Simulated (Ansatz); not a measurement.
**GeSiH5Cl (SMILES Cl[SiH2][GeH3]) at CCSD(T)/cc-pVDZ**

Aim: the vertical singlet–triplet gap of GeSiH5Cl at CCSD(T)/cc-pVDZ, from 2 runs. 

Program for the calculation: Ansatz 0.2.0.

62 further runs of the same task are left out: 62 set aside as unsound or not needed.

## Step 1: Starting point

GeSiH5Cl: 8 atoms, total charge 0, spin state singlet. SMILES: `Cl[SiH2][GeH3]`. The coordinates come from a PBE0-D4/def2-TZVP relaxation.

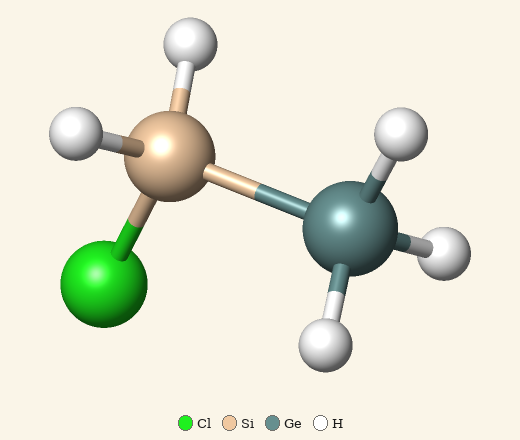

Viewed from a chosen angle; chlorine green, silicon light orange, germanium teal, hydrogen white.

## Step 2: A single-point energy at CCSD(T)/cc-pVDZ

run.yaml reads:

```yaml
crystal:
  periodic: [false, false, false]
  atoms:
    - {symbol: Cl, position_ang: [-2.290300, 1.217200, -0.310600]}
    - {symbol: Si, position_ang: [-0.414100, 0.602600, -0.906900]}
    - {symbol: Ge, position_ang: [0.581500, -0.662200, 0.842700]}
    - {symbol: H, position_ang: [-0.573600, -0.206400, -2.140800]}
    - {symbol: H, position_ang: [0.380700, 1.815700, -1.222200]}
    - {symbol: H, position_ang: [0.711200, 0.201700, 2.106100]}
    - {symbol: H, position_ang: [1.981500, -1.135500, 0.415600]}
    - {symbol: H, position_ang: [-0.284600, -1.890300, 1.160200]}
basis:
  gaussian:
    orbitals: cc-pVDZ
correlation:
  method: ccsd_t
  frozen_orbitals: {Cl: 5, Ge: 9, H: 0, Si: 5}
accuracy: high
scf:
  omitted_lower_state_checks: [cluster_reference, increment]
```

On the command line:

```bash
$ ansatz run run.yaml --threads 1 --pin off --max-ram 3480MiB --events-out events.jsonl --progress --plain --runs-dir runs
```

Output (excerpt; [...] marks lines left out):

```text
Warning: RAYON_NUM_THREADS=1 ignored (pool sized by the plan → 1); use --threads N
Functional definition: HF
  name "HF"
[...]
2044 factors; integrals over basis functions are off by at most 4.4e-9 eV
[...]
mean field -76919.02065385 eV, -2826.7218714443 hartree, gradient 1.7e-8 eV, S^2 0.000000; 0 other end points of the search recorded, 0 dependent functions left out
19 core orbitals not correlated: weight in the atoms' cores, before any rotation towards them, 1.000 or more for the frozen orbitals, at most 0.000 for the correlated occupied ones
reference -76919.02065385 eV, -2826.7218714443 hartree; 15, 15 occupied and 54, 54 virtual orbitals, 2044 factors
second order -9.66744000 eV of doubles, -0.00000000 eV of singles
cycle   1  -10.71211190 eV  change    -1.0e0 eV  update   8.0e-2
[...]
cycle  19  -11.12256322 eV  change   1.6e-10 eV  update   2.1e-9
perturbative correction -0.27276982 eV, -0.0100241059 hartree
Total energy: -76930.41598689 eV, -2827.1406422093 hartree
Checks for a lower state left out: cluster_reference, increment
```

It took 23 s on 1 thread of Arm Neoverse V1, shared host; peak memory 0.44 GiB.

## Step 3: The triplet, same level

molecule.yaml reads:

```yaml
crystal:
  periodic: [false, false, false]
  atoms:
    - symbol: Cl
      position_ang: [-2.290300, 1.217200, -0.310600]
    - symbol: Si
      position_ang: [-0.414100, 0.602600, -0.906900]
    - symbol: Ge
      position_ang: [0.581500, -0.662200, 0.842700]
    - symbol: H
      position_ang: [-0.573600, -0.206400, -2.140800]
    - symbol: H
      position_ang: [0.380700, 1.815700, -1.222200]
    - symbol: H
      position_ang: [0.711200, 0.201700, 2.106100]
    - symbol: H
      position_ang: [1.981500, -1.135500, 0.415600]
    - symbol: H
      position_ang: [-0.284600, -1.890300, 1.160200]
basis:
  gaussian:
    orbitals: cc-pVDZ
correlation:
  method: ccsd_t
  frozen_orbitals: {Cl: 5, Ge: 9, H: 0, Si: 5}
magnetization:
  spin_polarized: true
  initial_magnetization: 2
accuracy: high
scf:
  omitted_lower_state_checks: [cluster_reference, increment]
```

On the command line:

```bash
$ ansatz run molecule.yaml --threads 1 --pin off --max-ram 3480MiB --events-out events.jsonl --progress --plain --runs-dir runs
```

Output (excerpt; [...] marks lines left out):

```text
Warning: RAYON_NUM_THREADS=1 ignored (pool sized by the plan → 1); use --threads N
[... 2 set-up lines as earlier in the session ...]
[...]
2044 factors; integrals over basis functions are off by at most 4.4e-9 eV
[...]
mean field -76912.66458332 eV, -2826.4882901604 hartree, gradient 2.8e-8 eV, S^2 2.011337; 10 other end points of the search recorded, 0 dependent functions left out
19 core orbitals not correlated: weight in the atoms' cores, before any rotation towards them, 1.000 or more for the frozen orbitals, at most 0.000 for the correlated occupied ones
reference -76912.66458332 eV, -2826.4882901604 hartree; 16, 14 occupied and 53, 55 virtual orbitals, 2044 factors
second order -9.59184419 eV of doubles, -0.00000000 eV of singles
cycle   1  -10.60271933 eV  change    -1.0e0 eV  update   9.9e-2
[...]
cycle  36  -11.13541122 eV  change   4.0e-10 eV  update   2.6e-9
perturbative correction -0.34095777 eV, -0.0125299668 hartree
Total energy: -76924.14095230 eV, -2826.9100389417 hartree
Checks for a lower state left out: cluster_reference, increment
```

It took 2 min on 1 thread of Arm Neoverse V1, shared host; peak memory 0.79 GiB.

## Step 4: What came out

At CCSD(T)/cc-pVDZ, 19 core orbitals frozen:

| quantity | value |
| --- | --- |
| singlet: total energy | -2827.14064 Eh |
| singlet: correlation energy (19 core orbitals frozen) | -418.8 mEh |
| singlet: (T) correction | -10.02 mEh |
| singlet: T1 diagnostic | 0.009 |
| triplet: total energy | -2826.91004 Eh |
| triplet: correlation energy (19 core orbitals frozen) | -421.7 mEh |
| triplet: (T) correction | -12.53 mEh |
| triplet: ⟨S²⟩ of the reference determinant | 2.011 |
| triplet: T1 diagnostic | 0.027 |
| vertical energy of the triplet above the singlet | 6.275 eV |

In words: At this shape the triplet lies 6.28 eV (145 kcal/mol) above the singlet. The triples (singlet) make up 2.4 % of the correlation energy. The triples (triplet) make up 3.0 % of the correlation energy.
